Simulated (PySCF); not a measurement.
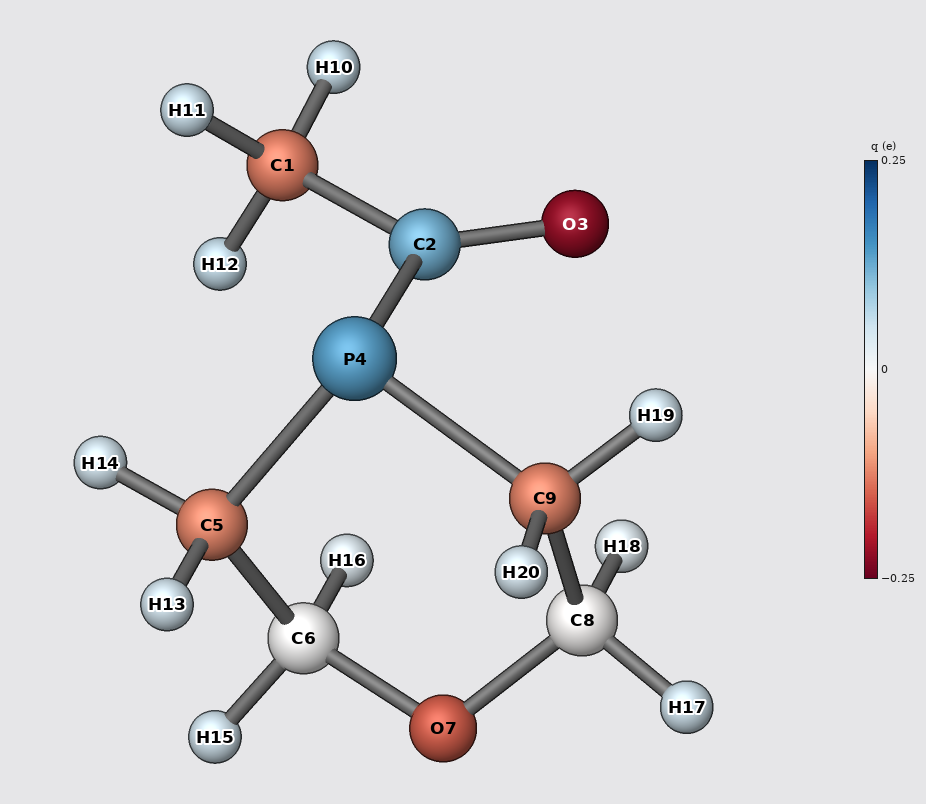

Atoms are coloured by their Hirshfeld charges. Computed geometry: GFN2-xTB optimisation. No frequency run is at hand to confirm it as a minimum. Method: PBE0/pcSseg-1, gas phase (PySCF 2.14.0).

### Which atom carries the highest charge (most positive or least negative)?

P4 (0.14 e).

### And the lowest?

O3 (−0.22 e).

List the Hirshfeld charges.

```
atom  value (e)
  C1      −0.13
  C2       0.12
  O3      −0.22
  P4       0.14
  C5      −0.12
  C6       0.00
  O7      −0.15
  C8       0.00
  C9      −0.12
 H10       0.05
 H11       0.05
 H12       0.05
 H13       0.04
 H14       0.04
 H15       0.05
 H16       0.03
 H17       0.05
 H18       0.03
 H19       0.05
 H20       0.04
```

The geometry is semi-empirical. Around P such bond lengths and angles can be off by a tenth of an ångström or more and by several degrees, and values that hang on the shape move with them.
